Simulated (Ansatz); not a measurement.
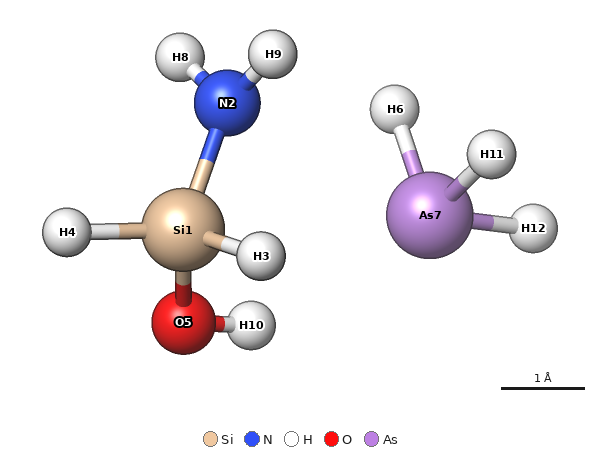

**Figure 1.** The input geometry (ball-and-stick view, seen at a tilt; atoms are numbered from 1 in the order of the input). Bond lengths as drawn: As–H 1.52 Å, H–N 1.01 Å, H–O 0.96 Å, H–Si 1.48 to 1.49 Å, N–Si 1.72 Å and O–Si 1.64 Å.

Run report: SiAsNH$_{8}$O, single-point calculation

The run: single-point calculation of SiAsNH$_{8}$O. Method and program: RKS PBE0-D4/def2-TZVPP (Ansatz 0.2.0).

The geometry is the reactant side of a reaction. The reaction was set up to form Si1–As7 and N2–H6 and to break Si1–N2 and H6–As7 (atoms counted from 1 in the order of the input); sticks are drawn by distance alone. The geometry comes from this level: PBE0-D4/def2-TZVP.

Input file
```yaml
crystal:
  periodic: [false, false, false]
  atoms:
    - {symbol: Si, position_ang: [-0.721502, -1.585977, 0.442898]}
    - {symbol: N, position_ang: [0.303966, -0.503184, 1.299583]}
    - {symbol: H, position_ang: [0.216742, -2.390463, -0.386959]}
    - {symbol: H, position_ang: [-1.547238, -2.473554, 1.299017]}
    - {symbol: O, position_ang: [-1.836800, -0.771009, -0.441088]}
    - {symbol: H, position_ang: [0.606245, 2.607077, -0.040030]}
    - {symbol: As, position_ang: [0.458292, 1.777231, -1.300192]}
    - {symbol: H, position_ang: [-0.039464, 0.029230, 2.083135]}
    - {symbol: H, position_ang: [1.276066, -0.738142, 1.418818]}
    - {symbol: H, position_ang: [-1.483647, -0.054305, -0.980979]}
    - {symbol: H, position_ang: [1.852727, 1.192204, -1.186114]}
    - {symbol: H, position_ang: [0.914714, 2.910994, -2.208090]}
basis:
  gaussian: {orbitals: def2-TZVPP}
hamiltonian: {xc: pbe0, dispersion: d4}
output: {orbitals: {seedname: orbitals}}
```

Command:
```bash
ansatz run in.yaml --threads 8 --pin off --events-out ev --progress --plain --max-ram 19148MiB
```

The program's output
```
Functional definition: PBE0
  name "PBE0"
  cite "Adamo & Barone, J. Chem. Phys. 110, 6158 (1999) doi:10.1063/1.478522"
  cite "Perdew, Burke & Ernzerhof, Phys. Rev. Lett. 77, 3865 (1996) doi:10.1103/PhysRevLett.77.3865"
  parent pbe
  parameter a = 0.25
  parameter kappa = 0.804
  parameter beta = 0.06672455060314922
  exchange = (1 - a)*pbe_x(kappa = kappa, mu = beta*pi^2/3) + a*exact_x
  correlation = pbe_c(beta = beta)
1492 factors; their error is unknown
mean field evaluation 1: about -72365.6210 eV, gradient 7.5e1 eV
mean field evaluation 2: about -72352.2707 eV, gradient 1.1e2 eV
mean field evaluation 4: about -72374.9469 eV, gradient 4.5e0 eV
mean field evaluation 8: about -72374.9845 eV, gradient 3.8e-2 eV
mean field evaluation 16: about -72375.2573 eV, gradient 2.5e-5 eV
mean field -72375.25726422 eV, -2659.7416467487 hartree, gradient 2.5e-5 eV, S^2 0.000000; 0 other end points of the search recorded, 0 dependent functions left out
reference -72375.25729961 eV, -2659.7416480494 hartree; 35, 35 occupied and 229, 229 virtual orbitals, 1492 factors
Total energy: -72375.46007181 eV, -2659.7490997902 hartree
```

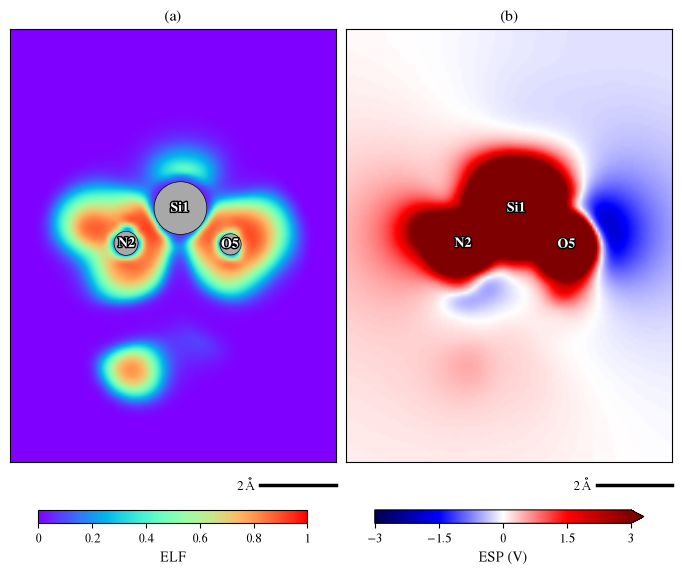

**Figure 2.** (a) ELF; (b) electrostatic potential on the plane of atoms N2, Si1 and O5. Grey discs, where drawn, cover atomic cores. Si–O (1.64 Å): the ELF peaks at about 0.85 between the atoms (a polar covalent bond).

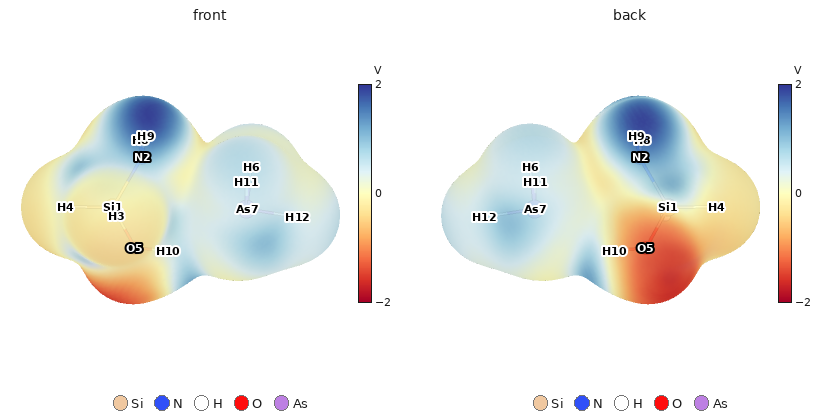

**Figure 3.** The molecular electrostatic potential painted on the density surface at 0.002 e/bohr³, seen face on and from behind; red is negative and blue positive. A positive charge is drawn to the negative regions and a negative charge to the positive ones.

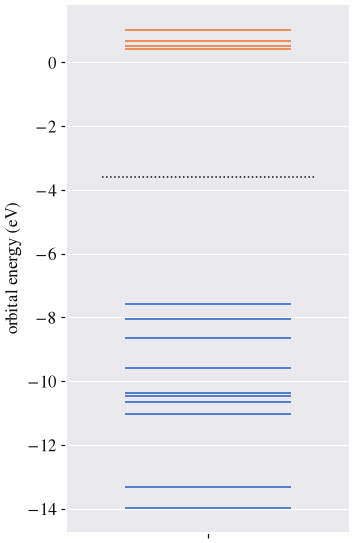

**Figure 4.** Orbital energies near the frontier; the dotted line parts filled from empty levels, and levels within 0.02 eV of each other stand side by side. Highest filled −7.58 eV, lowest empty 0.41 eV, 7.99 eV apart.

Results in brief

| quantity | value |
| --- | --- |
| outcome | converged |
| total energy | −72375.4601 eV |
| mean-field energy | −72375.2573 eV |
| dispersion energy | −0.2028 eV |
| SCF solution under orbital rotations | stable |
| HOMO | −7.58 eV |
| LUMO | 0.41 eV |
| hardware | 8 threads of Arm Neoverse V2, 23 GiB of memory available, shared host |
| wall time | 2.2 s (CPU time 15 s) |
| peak memory | 0.77 GiB |
